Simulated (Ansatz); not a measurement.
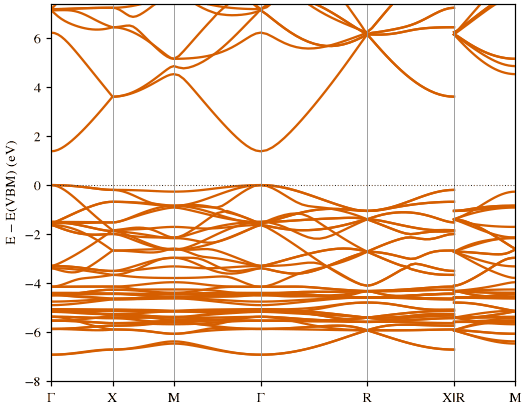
Fig. 1. Band structure from plane-wave PAW r²SCAN (Ansatz code)

Task: Read off the gap and where the band edges lie.

Result: About 1.4 eV (1.38 eV by a search for the band edges); maximum at Γ, minimum at Γ.

Task: Pick the material that matches.
A. ZnO, Pm-3n (Zn on 6c, O on 6d)
B. BP, Pm-3n (B on 6d, P on 6c)
C. SrTiO3, cubic perovskite
D. AlN, Pm-3n (Al on 6d, N on 6c)

Result: A, ZnO, Pm-3n (Zn on 6c, O on 6d)

The start of the workflow was typed in or built on a structure type; neither database checked (COD, Materials Project) lists it. It is not the phase usual at ambient conditions (space group No. 186). The cell was relaxed with r²SCAN under the symmetry of its start; whether a distortion lowers the energy is not shown.

Potentials: the earlier of the program's two PAW sets.
